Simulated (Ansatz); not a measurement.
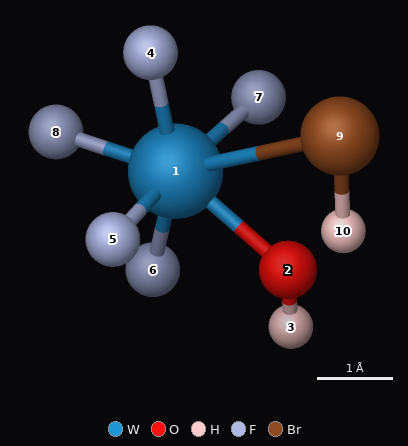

**Figure 1.** The structure (ball-and-stick view, seen at a tilt; atoms are numbered from 1 in the order of the input). Sticks mark near contacts. Bond lengths as drawn: Br–H 1.59 Å, Br–W 3.09 Å, F–W 1.86 to 1.90 Å, H–O 0.98 Å and O–W 2.02 Å.

Run report: WH2BrOF5, frequency calculation

The run: frequency calculation of WH2BrOF5. Method and program: RKS PBE/def2-SVP (Ansatz 0.2.0).

It belongs to a series of runs on one base structure; here: vibrations at the highest image of the band. Figures and captions count atoms from 1; the log counts them from 0 in places.

## Input
```yaml
crystal:
  periodic: [false, false, false]
  atoms:
    - { symbol: W, position_ang: [0.111261, 0.039043, -0.006379] }
    - { symbol: O, position_ang: [-0.302208, 0.57495, 1.896394] }
    - { symbol: H, position_ang: [-1.199725, 0.402168, 2.250403] }
    - { symbol: F, position_ang: [1.71487, 0.134771, -0.968863] }
    - { symbol: F, position_ang: [-0.206302, 1.816239, -0.465192] }
    - { symbol: F, position_ang: [-1.710607, -0.418637, 0.272536] }
    - { symbol: F, position_ang: [0.720903, -1.588227, 0.666252] }
    - { symbol: F, position_ang: [-0.442623, -0.617662, -1.666599] }
    - { symbol: Br, position_ang: [2.332587, 1.25054, 1.773532] }
    - { symbol: H, position_ang: [0.866043, 1.035715, 2.346717] }
basis:
  gaussian: { orbitals: def2-SVP }
hamiltonian:
  xc: pbe
phonons: {}
```

Command:
```bash
ansatz run input.yaml --threads 4 --pin off --max-ram 5120MiB --backend cpu --events-out ev --progress --plain --runs-dir out
```

## Log
```
Engine: ansatz 0.2.0, aarch64-unknown-linux-gnu
Functional definition: PBE
  parameter kappa = 0.804
  parameter beta = 0.06672455060314922
  exchange = pbe_x(kappa = kappa, mu = beta*pi^2/3)
  correlation = pbe_c(beta = beta)
1651 factors; their error is unknown
mean field evaluation 1: about -87481.8614 eV, gradient 9.7e1 eV
mean field evaluation 2: about -87209.4277 eV, gradient 3.3e2 eV
mean field evaluation 4: about -87496.0879 eV, gradient 3.9e1 eV
mean field evaluation 8: about -87498.6326 eV, gradient 9.4e-1 eV
mean field evaluation 16: about -87498.5100 eV, gradient 8.0e-3 eV
mean field -87498.51000945 eV, -3215.5109342272 hartree, gradient 6.6e-5 eV, S^2 0.000000; 0 other end points of the search recorded, 0 dependent functions left out
the calculation of the forces begins
reference -87498.51008006 eV, -3215.5109368218 hartree; 52, 52 occupied and 106, 106 virtual orbitals, 1651 factors
these checks for a lower state are left out or cut short: stability, starts, cluster_reference, orbital_swaps, neighbouring_geometries, increment
1651 factors; their error is unknown
mean field -87498.50982123 eV, -3215.5109273101 hartree, gradient 1.9e-6 eV, S^2 0.000000; 0 other end points of the search recorded, 0 dependent functions left out
[... from here on the field's lines of each further geometry are left out, up to the last ...]
the calculation of the forces begins
reference -87498.51008687 eV, -3215.5109370722 hartree; 52, 52 occupied and 106, 106 virtual orbitals, 1651 factors
these checks for a lower state are left out or cut short: stability, starts, cluster_reference, orbital_swaps, neighbouring_geometries, increment
1651 factors; their error is unknown
mean field -87498.50996690 eV, -3215.5109326634 hartree, gradient 1.6e-6 eV, S^2 0.000000; 0 other end points of the search recorded, 0 dependent functions left out
the calculation of the forces begins
reference -87498.51003751 eV, -3215.5109352581 hartree; 52, 52 occupied and 106, 106 virtual orbitals, 1651 factors
WARN: phonons: modes at or below zero, which the zero-point energy, F, S and C_V leave out: 1, the lowest at -512.72 cm⁻¹. A minimum has none, and a first-order saddle one
Total energy: -87498.51008006 eV, -3215.5109368218 hartree
Atom 0 at     0.111261     0.039043    -0.006379 Å, force    -0.004763    -0.000168    -0.016747 eV/Å
Atom 1 at    -0.302208     0.574950     1.896394 Å, force     0.007389    -0.007297     0.003547 eV/Å
Atom 2 at    -1.199725     0.402168     2.250403 Å, force    -0.000683     0.000709    -0.001680 eV/Å
Atom 3 at     1.714870     0.134771    -0.968863 Å, force    -0.007428    -0.003619     0.003540 eV/Å
Atom 4 at    -0.206302     1.816239    -0.465192 Å, force    -0.003913    -0.001312     0.001497 eV/Å
Atom 5 at    -1.710607    -0.418637     0.272536 Å, force     0.000515     0.003626    -0.002421 eV/Å
Atom 6 at     0.720903    -1.588227     0.666252 Å, force     0.001468     0.002504     0.002833 eV/Å
Atom 7 at    -0.442623    -0.617662    -1.666599 Å, force     0.003545     0.000432     0.003556 eV/Å
Atom 8 at     2.332587     1.250540     1.773532 Å, force     0.029909     0.004174    -0.004003 eV/Å
Atom 9 at     0.866043     1.035715     2.346717 Å, force    -0.026040     0.000951     0.009878 eV/Å
Dipole moment:    -0.345380     0.082195     0.552588 e Å
Vibrations: -512.72 27.68 52.08 92.52 141.47 173.04 200.03 239.47 252.94 290.68 308.90 332.96 419.36 493.28 590.01 620.77 664.94 671.62 676.69 700.29 704.80 927.82 1406.89 3660.33 cm⁻¹, zero-point energy 0.846105 eV
```

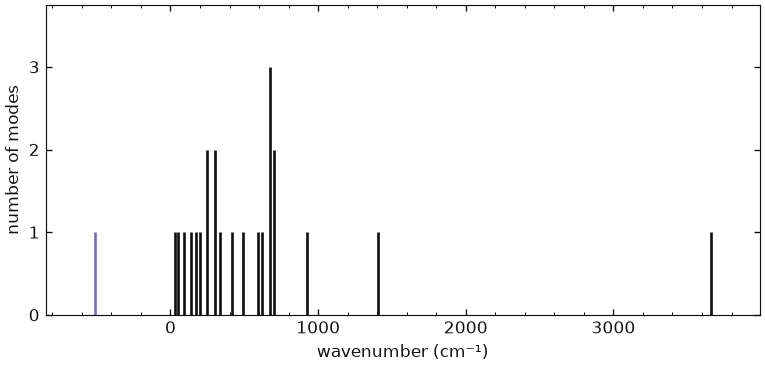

**Figure 2.** Harmonic vibrational wavenumbers from the force constants; neighbouring modes closer than 19 cm⁻¹ are counted in one stick, and imaginary ones are drawn at negative wavenumbers. 24 modes from 513i to 3660 cm⁻¹, 1 imaginary beyond 8i (513i cm⁻¹): a first-order saddle point, if the geometry is stationary.

## Key numbers

| quantity | value |
| --- | --- |
| outcome | converged |
| total energy | −87498.5101 eV |
| mean-field energy | −87498.5101 eV |
| largest force (length of the vector) | 0.030 eV/Å |
| hardware | 4 threads of Arm Neoverse V2, 24 GiB of memory available, shared host |
| wall time | 95 s (CPU time 6 min) |
| peak memory | 0.25 GiB |
